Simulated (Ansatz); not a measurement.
**CH4AlClO···AlH3: density, localisation and related maps**

Input

```
crystal:
  periodic: [false, false, false]
  atoms:
    - { symbol: Al, position_ang: [-0.9947, -0.6458, 0.3553] }
    - { symbol: O, position_ang: [0.9854, -0.6117, 1.2652] }
    - { symbol: C, position_ang: [-0.6628, -0.7126, -1.5907] }
    - { symbol: Cl, position_ang: [-2.2286, -1.5407, 1.6738] }
    - { symbol: Al, position_ang: [1.0008, 1.4847, 0.68] }
    - { symbol: H, position_ang: [-0.9971, 1.3327, 0.6733] }
    - { symbol: H, position_ang: [1.5404, 1.6408, -0.7543] }
    - { symbol: H, position_ang: [1.5747, 2.2969, 1.8556] }
    - { symbol: H, position_ang: [1.4989, -1.2026, 1.8034] }
    - { symbol: H, position_ang: [0.1195, -1.4121, -1.8944] }
    - { symbol: H, position_ang: [-1.5354, -0.9185, -2.2135] }
    - { symbol: H, position_ang: [-0.3012, 0.2891, -1.8537] }
basis:
  gaussian: { orbitals: "6-31G*" }
hamiltonian:
  xc: b3lyp
  dispersion: d4
relax:
  f_tol: 0.15
  max_steps: 25
  restrain:
    - { distance: [0, 5], at: 2.82, k: 30.0 }
    - { distance: [4, 1], at: 3.17, k: 30.0 }
    - { distance: [0, 1], at: 1.87, k: 30.0 }
    - { distance: [4, 5], at: 1.52, k: 30.0 }
output:
  orbitals: {}
```

Run with:

```sh
ansatz run input.yaml --threads 2 --pin off --max-ram 3072MiB --backend cpu --events-out ev --progress --plain --runs-dir out
```

The fields are those of the run's last geometry, not of the input's.

Not at a stationary point (largest force 1.8 eV/Å).

Computed with RKS B3LYP-D4/6-31G* in Ansatz.

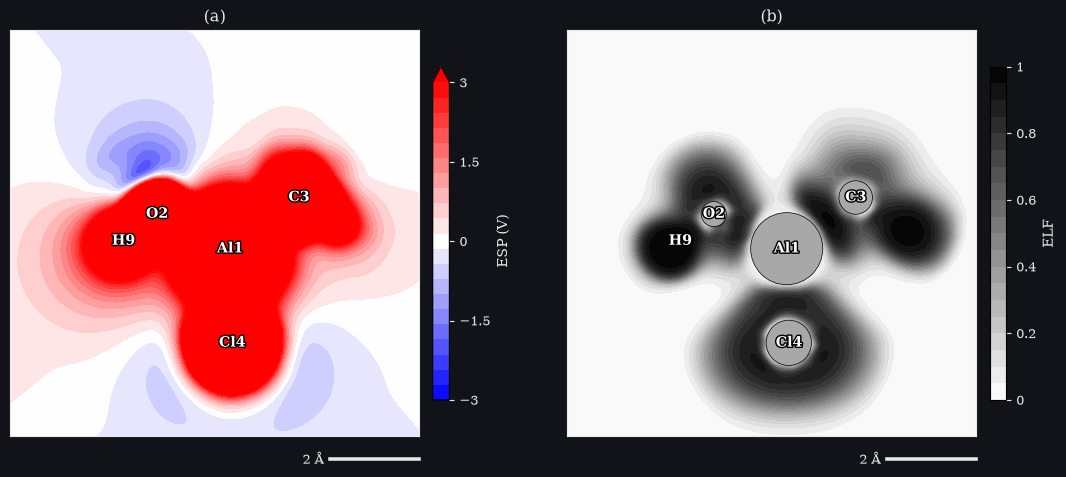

Figure 1. (a) molecular electrostatic potential; (b) electron localisation function on the plane of atoms O2, Al1 and Cl4. Grey discs cover the atomic cores in the ELF map.

### What does the map show?

- The section cuts through Al, O, C, Cl and H sites.
- Al–O (1.82 Å): the ELF peaks at about 0.85 in the valence shell of O, 0.6 Å from its nucleus, and is about 0.50 at the midpoint.
- C–Al (1.94 Å): the ELF peaks at about 0.95 in the valence shell of C, 0.7 Å from its nucleus, and is about 0.85 at the midpoint.
- Al–Cl (2.12 Å): the ELF peaks at about 0.85 in the valence shell of Cl, 0.9 Å from its nucleus, and is about 0.80 at the midpoint.
- O–H (0.97 Å): the ELF climbs to about 1 towards the hydrogen, as it does in any bond to H: a covalent bond by its length.
- The ELF also peaks beside Cl4 and O2, away from the bonds: lone-pair regions.
- Outside the dense part of the complex the potential is most negative (−2.0 V) near O2.

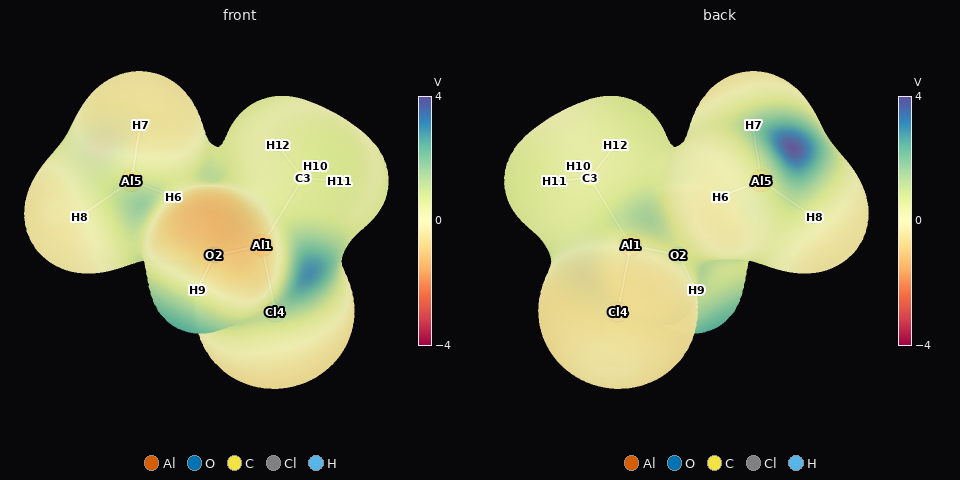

Figure 2. The electrostatic potential painted on the density surface at 0.002 e/bohr³, seen from the front and from behind; red is negative and blue positive.

### Describe the electrostatic potential map.

The most negative region (about −1.3 V) lies over O2, the most positive (about +3.4 V) over Al5. O2 is the likeliest acceptor of a hydrogen bond.

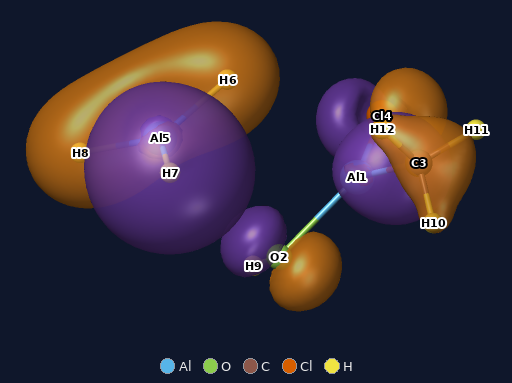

Figure 3. One frontier orbital at ±0.08 Å⁻³ᐟ² (orange and purple are the two phases), seen from one side.

### Which orbital is it: HOMO or LUMO?

The HOMO, at −8.39 eV. Its weight (Hirshfeld) is mainly on H7 (about 30 %), Al5 (about 30 %), H8 (about 10 %), H6 (about 10 %) and C3 (about 5 %).
